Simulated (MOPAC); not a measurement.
Frequency calculation, with input and output: C2H4FNOSi (part 3 of 3)

Continued. System: C2H4FNOSi, SMILES C[SiH](F)N=C=O. Method: PM6-D3H4, closed shell, dispersion D3H4 (MOPAC 23.2.5). The geometry was optimised with PM6-D3H4.

Geometry of the input (Å):
```
C  -1.2858  -0.6666  0.6235
Si 0.2420  -0.5885  -0.3876
F  1.2716  -1.6399  0.1994
N  0.9437  0.9690  -0.4105
C  1.5745  2.0065  -0.3017
O  2.1515  3.0283  -0.2274
H  -1.1073  -0.3850  1.6887
H  -1.6828  -1.7153  0.5817
H  -2.0302  0.0385  0.1688
H  0.0198  -1.0094  -1.7500
```

The program's output, continued:
```
 VIBRATION          9    9A           ATOM PAIR      ENERGY CONTRIBUTION    RADIAL
 FREQUENCY           563.26         Si 2 -- N  4         +17.4% ( 86.4%)     99.3%
 TRANSITION DIPOLE   0.8928         N  4 -- C  5         +15.5% ( 81.6%)      3.1%
 TRAVEL (Ang.)       0.2476         C  5 -- O  6         +13.9% ( 77.2%)     35.7%
 REDUCED MASS        1.9534         C  1 -- H  7         +13.6% ( 76.4%)      0.9%
 EFFECTIVE MASS     16.5387         C  1 -- Si 2         +10.4% ( 66.8%)     36.3%
 FORCE CONSTANT      0.3651

 VIBRATION         10   10A           ATOM PAIR      ENERGY CONTRIBUTION    RADIAL
 FREQUENCY           614.91         C  1 -- H  9         +31.3% ( 94.9%)     15.7%
 TRANSITION DIPOLE   0.4083         C  1 -- H  8         +18.7% ( 73.3%)      5.0%
 TRAVEL (Ang.)       0.3673         C  1 -- H  7         +16.6% ( 69.2%)      2.8%
 REDUCED MASS        0.8130         C  1 -- Si 2         +11.4% ( 57.4%)      6.8%
 EFFECTIVE MASS      8.7855
 FORCE CONSTANT      0.1811

 VIBRATION         11   11A           ATOM PAIR      ENERGY CONTRIBUTION    RADIAL
 FREQUENCY           634.32         C  1 -- H  8         +22.9% ( 73.0%)     10.8%
 TRANSITION DIPOLE   1.0582         C  1 -- H  7         +20.4% ( 68.8%)      8.4%
 TRAVEL (Ang.)       0.3561         Si 2 -- H 10         +12.9% ( 54.7%)     42.9%
 REDUCED MASS        0.8382         C  1 -- Si 2         +11.7% ( 52.0%)      0.1%
 EFFECTIVE MASS      8.5752
 FORCE CONSTANT      0.1987

 VIBRATION         12   12A           ATOM PAIR      ENERGY CONTRIBUTION    RADIAL
 FREQUENCY           697.75         Si 2 -- H 10         +38.5% ( 73.4%)      4.2%
 TRANSITION DIPOLE   0.7712         Si 2 -- F  3         +29.0% ( 63.7%)     95.9%
 TRAVEL (Ang.)       0.2270         C  1 -- Si 2          +8.8% ( 35.2%)      0.1%
 REDUCED MASS        1.8757         Si 2 -- N  4          +8.0% ( 33.5%)     39.6%
 EFFECTIVE MASS     10.1681
 FORCE CONSTANT      0.5380

 VIBRATION         13   13A           ATOM PAIR      ENERGY CONTRIBUTION    RADIAL
 FREQUENCY           781.24         C  1 -- Si 2         +27.4% ( 78.1%)     85.3%
 TRANSITION DIPOLE   0.6287         C  1 -- H  8         +17.7% ( 62.9%)      0.4%
 TRAVEL (Ang.)       0.2330         C  1 -- H  9         +17.6% ( 62.7%)      0.5%
 REDUCED MASS        1.5902         C  1 -- H  7         +17.0% ( 61.5%)     92.8%
 EFFECTIVE MASS      8.5658         Si 2 -- H 10         +14.6% ( 56.9%)     18.7%
 FORCE CONSTANT      0.5718

 VIBRATION         14   14A           ATOM PAIR      ENERGY CONTRIBUTION    RADIAL
 FREQUENCY           866.27         Si 2 -- H 10         +35.7% ( 79.9%)      0.0%
 TRANSITION DIPOLE   2.4679         C  1 -- Si 2         +18.6% ( 57.7%)     32.2%
 TRAVEL (Ang.)       0.1374         Si 2 -- F  3         +15.3% ( 52.2%)     48.6%
 REDUCED MASS        4.1208         Si 2 -- N  4         +12.5% ( 47.3%)     81.2%
 EFFECTIVE MASS     11.4255
 FORCE CONSTANT      1.8220

 VIBRATION         15   15A           ATOM PAIR      ENERGY CONTRIBUTION    RADIAL
 FREQUENCY           885.31         Si 2 -- H 10         +32.9% ( 76.5%)      0.1%
 TRANSITION DIPOLE   1.7335         C  1 -- Si 2         +23.3% ( 64.3%)     78.1%
 TRAVEL (Ang.)       0.1401         Si 2 -- F  3         +13.9% ( 49.6%)     73.4%
 REDUCED MASS        3.8789         Si 2 -- N  4          +9.0% ( 40.1%)      1.2%
 EFFECTIVE MASS     11.3062
 FORCE CONSTANT      1.7912

 VIBRATION         16   16A           ATOM PAIR      ENERGY CONTRIBUTION    RADIAL
 FREQUENCY          1275.30         C  1 -- H  7         +30.1% ( 57.5%)      2.9%
 TRANSITION DIPOLE   1.4586         C  1 -- H  8         +29.3% ( 56.7%)      2.3%
 TRAVEL (Ang.)       0.2410         C  1 -- H  9         +28.2% ( 55.7%)      2.1%
 REDUCED MASS        0.9107         C  1 -- Si 2         +12.1% ( 36.4%)    100.0%
 EFFECTIVE MASS      3.0932
 FORCE CONSTANT      0.8727

 VIBRATION         17   17A           ATOM PAIR      ENERGY CONTRIBUTION    RADIAL
 FREQUENCY          1307.16         C  1 -- H  9         +48.3% ( 60.7%)      1.2%
 TRANSITION DIPOLE   0.7074         C  1 -- H  8         +39.3% ( 54.7%)      3.4%
 TRAVEL (Ang.)       0.3325         C  1 -- H  7          +7.4% ( 23.7%)     70.7%
 REDUCED MASS        0.4667         C  1 -- Si 2          +5.0% ( 19.5%)      0.1%
 EFFECTIVE MASS      1.6527
 FORCE CONSTANT      0.4698

 VIBRATION         18   18A           ATOM PAIR      ENERGY CONTRIBUTION    RADIAL
 FREQUENCY          1314.69         C  1 -- H  7         +55.8% ( 65.3%)      0.1%
 TRANSITION DIPOLE   0.7268         C  1 -- H  8         +23.9% ( 42.8%)      9.2%
 TRAVEL (Ang.)       0.3329         C  1 -- H  9         +15.2% ( 34.0%)     22.8%
 REDUCED MASS        0.4628         C  1 -- Si 2          +5.1% ( 19.7%)      0.2%
 EFFECTIVE MASS      1.6649
 FORCE CONSTANT      0.4713

 VIBRATION         19   19A           ATOM PAIR      ENERGY CONTRIBUTION    RADIAL
 FREQUENCY          1483.99         Si 2 -- N  4         +40.4% ( 76.7%)     99.2%
 TRANSITION DIPOLE   5.3238         N  4 -- C  5         +33.2% ( 69.6%)    100.0%
 TRAVEL (Ang.)       0.0792         C  5 -- O  6         +25.7% ( 61.2%)     99.9%
 REDUCED MASS        7.2368         Si 2 -- F  3          +0.2% (  5.9%)     17.6%
 EFFECTIVE MASS     14.9558
 FORCE CONSTANT      9.3898

 VIBRATION         20   20A           ATOM PAIR      ENERGY CONTRIBUTION    RADIAL
 FREQUENCY          2177.13         Si 2 -- H 10         +99.3% (100.0%)    100.0%
 TRANSITION DIPOLE   0.1614         C  1 -- Si 2          +0.2% (  4.8%)     12.5%
 TRAVEL (Ang.)       0.1784         Si 2 -- N  4          +0.2% (  4.8%)     11.3%
 REDUCED MASS        0.9726         Si 2 -- F  3          +0.2% (  4.8%)      8.7%
 EFFECTIVE MASS      1.3551
 FORCE CONSTANT      2.7163

 VIBRATION         21   21A           ATOM PAIR      ENERGY CONTRIBUTION    RADIAL
 FREQUENCY          2266.31         N  4 -- C  5         +48.7% ( 88.2%)     99.9%
 TRANSITION DIPOLE  13.3451         C  5 -- O  6         +47.4% ( 87.1%)    100.0%
 TRAVEL (Ang.)       0.0663         Si 2 -- N  4          +3.8% ( 24.7%)     98.1%
 REDUCED MASS        6.7747
 EFFECTIVE MASS     12.7997
 FORCE CONSTANT     20.5012

 VIBRATION         22   22A           ATOM PAIR      ENERGY CONTRIBUTION    RADIAL
 FREQUENCY          2643.00         C  1 -- H  8         +58.0% ( 78.8%)     99.0%
 TRANSITION DIPOLE   0.7848         C  1 -- H  9         +38.8% ( 64.5%)     96.6%
 TRAVEL (Ang.)       0.2254         C  1 -- H  7          +2.4% ( 15.9%)     36.2%
 REDUCED MASS        0.5021         C  1 -- Si 2          +0.8% (  9.4%)      0.0%
 EFFECTIVE MASS      1.4511
 FORCE CONSTANT      2.0664

 VIBRATION         23   23A           ATOM PAIR      ENERGY CONTRIBUTION    RADIAL
 FREQUENCY          2650.49         C  1 -- H  7         +58.1% ( 79.0%)     99.3%
 TRANSITION DIPOLE   0.7998         C  1 -- H  9         +30.3% ( 57.0%)     94.1%
 TRAVEL (Ang.)       0.2362         C  1 -- H  8         +10.8% ( 34.0%)     78.9%
 REDUCED MASS        0.4558         C  1 -- Si 2          +0.8% (  9.3%)      0.2%
 EFFECTIVE MASS      1.4496
 FORCE CONSTANT      1.8866

 VIBRATION         24   24A           ATOM PAIR      ENERGY CONTRIBUTION    RADIAL
 FREQUENCY          2806.43         C  1 -- H  7         +40.0% ( 59.7%)     98.7%
 TRANSITION DIPOLE   0.8408         C  1 -- H  8         +30.1% ( 51.7%)     97.5%
 TRAVEL (Ang.)       0.2683         C  1 -- H  9         +29.7% ( 51.4%)     97.4%
 REDUCED MASS        0.3339         C  1 -- Si 2          +0.2% (  3.7%)     98.1%
 EFFECTIVE MASS      1.0908
 FORCE CONSTANT      1.5493

      SYMMETRY NUMBER FOR POINT-GROUP C1  =  1

          SYSTEM IS A GROUND STATE

 C2H4FNOSi frequencies

          MOLECULE IS NOT LINEAR

          THERE ARE 24 GENUINE VIBRATIONS IN THIS SYSTEM
          THIS THERMODYNAMICS CALCULATION IS LIMITED TO
          MOLECULES WHICH HAVE NO INTERNAL ROTATIONS

                    CALCULATED THERMODYNAMIC PROPERTIES
                                          *
   TEMP. (K)   PARTITION FUNCTION   H.O.F.    ENTHALPY  HEAT CAPACITY ENTROPY
                                   KCAL/MOL   CAL/MOLE    CAL/K/MOL  CAL/K/MOL

 298.00  VIB.     0.9558D+02                  3089.3672    19.7441    19.4286
         ROT.     0.2547D+06                   888.2803     2.9808    27.7171
         INT.     0.2434D+08                  3977.6475    22.7249    47.1457
         TRA.     0.1042D+28                  1480.4672     4.9680    39.8653
         TOT.                     -154.232    5458.1147    27.6930    87.0109

 298.00  VIB.     0.9558D+02                  3089.3672    19.7441    19.4286
         ROT.     0.2547D+06                   888.2803     2.9808    27.7171
         INT.     0.2434D+08                  3977.6475    22.7249    47.1457
         TRA.     0.1042D+28                  1480.4672     4.9680    39.8653
         TOT.                     -154.232    5458.1147    27.6930    87.0109

 398.00  VIB.     0.5330D+03                  5298.3814    24.2395    25.7892
         ROT.     0.3931D+06                  1186.3609     2.9808    28.5796
         INT.     0.2095D+09                  6484.7423    27.2203    54.3688
         TRA.     0.1609D+28                  1977.2682     4.9680    41.3028
         TOT.                     -151.228    8462.0106    32.1883    95.6716

   *: NOTE: HEATS OF FORMATION ARE RELATIVE TO THE
            ELEMENTS IN THEIR STANDARD STATE AT 298K
              (=  Standard Enthalpy of Formation).

            Hvib:  Zero-point energy is not included.
                   frequencies of less than zero cm-1 are not included.
            Hrot = (3/2)RT
            Htra = (3/2)RT + pV = (5/2)RT

            Heat capacity is Cp, not Cv

           FORCE CONSTANT IN CARTESIAN COORDINATES (Millidynes/A)

    ATOM   CHEMICAL       X               Y               Z
   NUMBER   SYMBOL  FORCE CONSTANT  FORCE CONSTANT  FORCE CONSTANT

      1       C        5.804208        5.579934        5.520376
      2      Si        6.079464        5.885849        5.902893
      3       F        0.649227        3.133821        0.303783
      4       N        3.430193        3.055432       12.037138
      5       C        5.597319        4.746851       18.745873
      6       O        2.913062        2.534920       10.654989
      7       H        0.996016        1.236181        2.937178
      8       H        0.832656        1.440104        2.829256
      9       H        0.804442        3.700801        0.589866
     10       H        0.669291        0.710068        2.021828

 *                    *
 * JOB ENDED NORMALLY *
 *                    *

 TOTAL JOB TIME:             0.23 SECONDS

 == MOPAC DONE ==
```

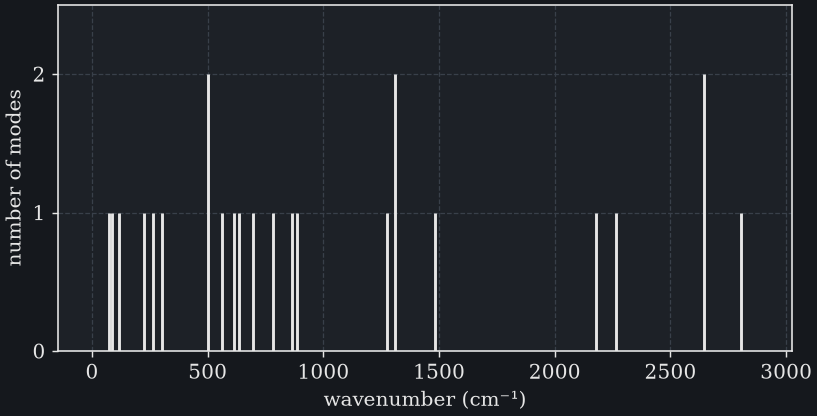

*Harmonic vibrational wavenumbers from the force constants; neighbouring modes closer than 12 cm⁻¹ are counted in one stick.*

24 modes from 72 to 2806 cm⁻¹, none imaginary.

Results in brief:

```json
{"quantity": "outcome", "value": "converged"}
{"quantity": "heat of formation", "value": "−154.23 kcal/mol"}
{"quantity": "basis functions", "value": "33"}
{"quantity": "zero-point energy", "value": "0.057052 hartree"}
{"quantity": "wavenumbers, lowest and highest", "value": "72 and 2806 cm⁻¹"}
{"quantity": "peak memory", "value": "0.09 GiB"}
```

Notes:

MOPAC's energies along a path are heats of formation.
